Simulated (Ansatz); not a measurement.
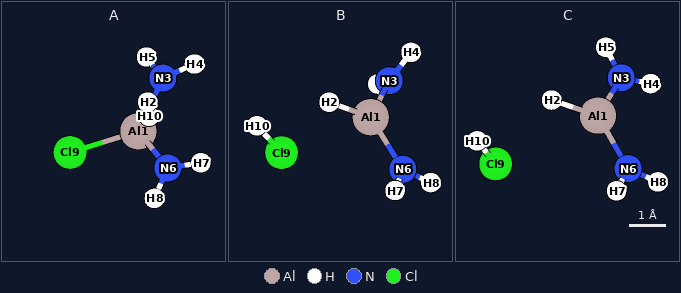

3 geometries from a converged minimum-energy path of AlN2H6Cl, made up at the start of AlN$_{2}$H$_{5}$ and HCl, shuffled. Style: ball-and-stick. Shown from a free direction.

The calculation used RHF/def2-SVP (Ansatz). Run with 5 movable images; climbing image; force threshold 0.05 eV/Å; iteration limit 60; starting path through a guess of the saddle point.

### Which of them lies highest in energy?

B. In order along the path, whose images run from 0 to 6: C (image 0, 0.00 eV), B (image 2, +0.20 eV), A (image 5, −1.39 eV). Breaking: Al1–H2 (1.58 → 1.58 at the top → 3.61 Å), Cl9–H10 (1.27 → 1.27 at the top → 3.40 Å). Forming: Al1–Cl9 (3.62 → 3.23 at the top → 2.12 Å), H2–H10 (2.84 → 2.93 at the top → 0.75 Å).

Limits of the set-up: the start holds two separate molecules, 2.8 Å apart at their closest, whose relative position is a soft coordinate and is computed without a dispersion correction; Hartree-Fock leaves out electron correlation.
